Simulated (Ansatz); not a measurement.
# Calculations on C₂H₉BSSi

Part 1: Relaxation

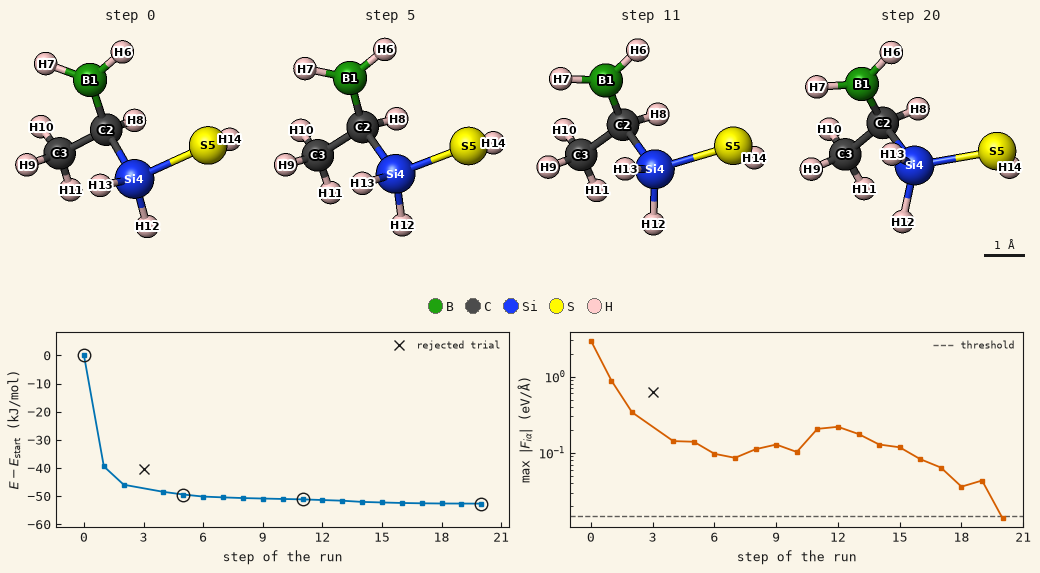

Frames of a relaxation of C₂H₉BSSi, marked on the history of the run. Style: ball-and-stick. Shown at a tilt.

The run prepares an end point of a later path (torsion) calculation, from a guessed geometry.

These are results of Ansatz 0.2.0, RKS PBE-D4/def2-SVP, not measurements. Set-up: no spin polarisation; force threshold 0.015 eV/Å; at most 40 steps.

**What happens along the run?**

The atom that moves furthest after the best rigid fit is H13 (0.93 Å). By element the largest moves are H 0.93 Å, S 0.51 Å, Si 0.36 Å, B 0.32 Å, C 0.31 Å. Some distances before and after: B1–Si4 2.815 → 2.506 Å, Si4–H13 1.402 → 1.506 Å, S5–H14 1.432 → 1.364 Å, Si4–S5 2.210 → 2.157 Å. Among the angles between lasting bonds that change: B1–C2–Si4 109.2° → 91.1°, B1–C2–C3 110.1° → 120.9°, Si4–C2–H8 110.1° → 101.1°. Groups turn about C2–Si4 by about 40°. Over 19 accepted moves (20 points after the start) the energy falls by 52.6 kJ/mol. Largest force component: 3 eV/Å at the start, 0.014 eV/Å at the end. The line search rejected the trial step at point 3 of the run. The run took 45 s on 2 threads of Intel(R) Xeon(R) Platinum 8375C CPU @ 2.90GHz (Ice Lake), on a shared host, peak memory 0.18 GiB. From step 0 to 5: H7 moves most (0.36 Å), energy −49.4 kJ/mol. From step 5 to 11: H14 moves most (0.45 Å), energy −1.73 kJ/mol. From step 11 to 20: H13 moves most (0.44 Å), energy −1.51 kJ/mol.

```
step  E − E(0), kJ/mol  largest force component, eV/Å      note
   0              0.00                         2.9619          
   1            -39.40                         0.8839          
   2            -45.91                         0.3396          
   3            -40.44                         0.6327  rejected
   4            -48.45                         0.1423          
   5            -49.39                         0.1396          
   6            -50.13                         0.0970          
   7            -50.41                         0.0858          
   8            -50.65                         0.1114          
   9            -50.82                         0.1283          
  10            -50.98                         0.1025          
  11            -51.12                         0.2060          
  12            -51.35                         0.2192          
  13            -51.59                         0.1763          
  14            -52.02                         0.1284          
  15            -52.22                         0.1180          
  16            -52.40                         0.0825          
  17            -52.51                         0.0640          
  18            -52.58                         0.0359          
  19            -52.61                         0.0433          
  20            -52.63                         0.0138
```

Part 2: Relaxation

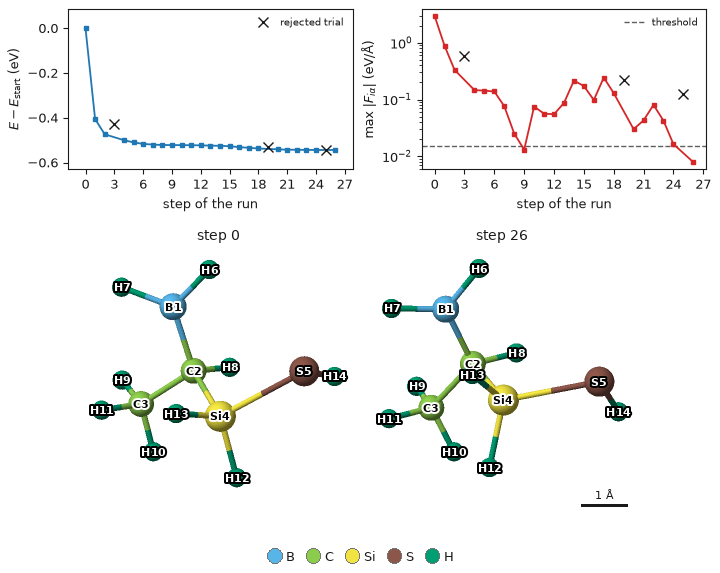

First and last geometry of a relaxation of C₂H₉BSSi, with the history of the run. A ball-and-stick model, seen at a tilt.

The run prepares an end point of a later path (torsion) calculation, from a guessed geometry.

The calculation used RKS PBE-D4/def2-SVP in Ansatz. Settings: no spin polarisation; force threshold 0.015 eV/Å; at most 40 steps.

What do the curves and the structures tell?

It converged. The atom that moves furthest after the best rigid fit is H13 (0.93 Å). By element the largest moves are H 0.93 Å, S 0.51 Å, Si 0.35 Å, B 0.32 Å, C 0.30 Å. Among the contacts that change: B1–Si4 2.815 → 2.508 Å, Si4–H13 1.402 → 1.506 Å, S5–H14 1.432 → 1.364 Å, Si4–S5 2.210 → 2.158 Å. Among the angles between lasting bonds that change: B1–C2–Si4 109.2° → 91.2°, B1–C2–C3 110.1° → 120.8°, Si4–C2–H8 110.1° → 101.2°. Groups turn about C2–Si4 by about 40°. Over 23 accepted moves (26 points after the start) the energy falls by 0.544 eV. The largest force component goes from 3 to 0.0079 eV/Å. The line search rejected the trial steps at points 3, 19, 25 of the run. The forces were under the threshold at step 9, but the run went on from there. The run took 59 s on 2 threads of Intel(R) Xeon(R) Platinum 8375C CPU @ 2.90GHz (Ice Lake), with other jobs on the host, peak memory 0.19 GiB.

Part 3: Path

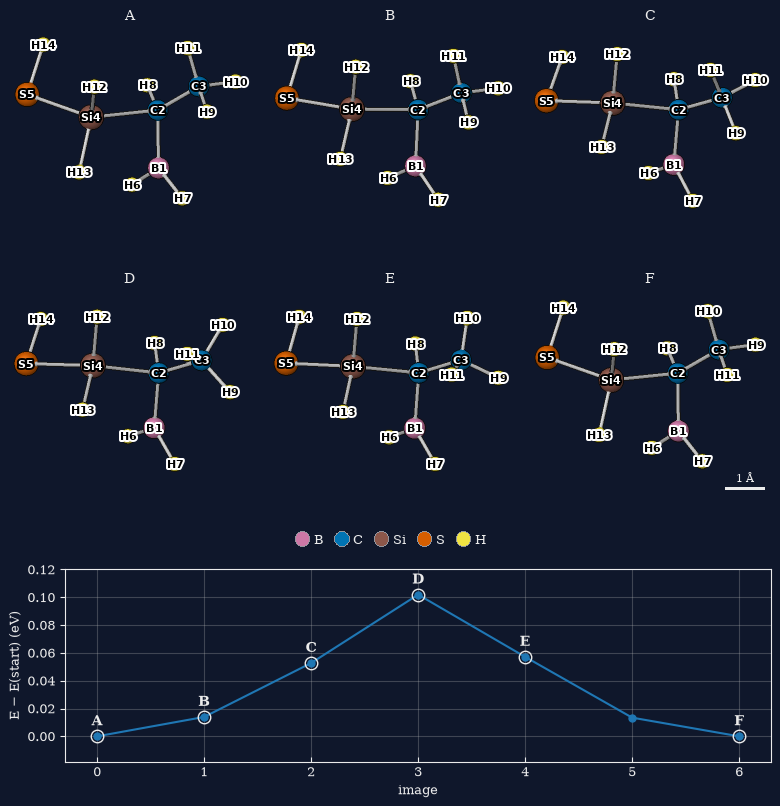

A nudged-elastic-band calculation for C2H9BSSi. Images are numbered from 0 (start) to 6 (end). Frames A to F are images 0, 1, 2, 3, 4, 6. A ball-and-stick model, seen at a tilt.

Level of theory: RKS PBE-D4/def2-SVP (Ansatz 0.2.0). Settings: 5 movable images; climbing image; force threshold 0.05 eV/Å; iteration limit 60; starting path through a guess of the saddle point.

**What happens along the path, and what is the barrier?**

The two ends have the same energy, and the highest point, image 3, lies 0.102 eV above the start. The motion is a rotation about the C2–C3 bond by about 120°. No bond forms or breaks between the ends. Among the angles between lasting bonds that change up to the highest image: B1–C2–Si4 91.1° → 101.3°, C3–C2–Si4 112.4° → 108.1°. The band converged in 12 iterations. The largest component of the band force went from 4.8 to 0.027 eV/Å. The climbing image converged on the top of the path. Its vibrational analysis gives 2 imaginary modes over 30i cm⁻¹, so it isn't confirmed as a transition state.

Cost: 2.1 min on 2 threads of Intel(R) Xeon(R) Platinum 8375C CPU @ 2.90GHz (Ice Lake), with other jobs on the host, peak memory 0.19 GiB.
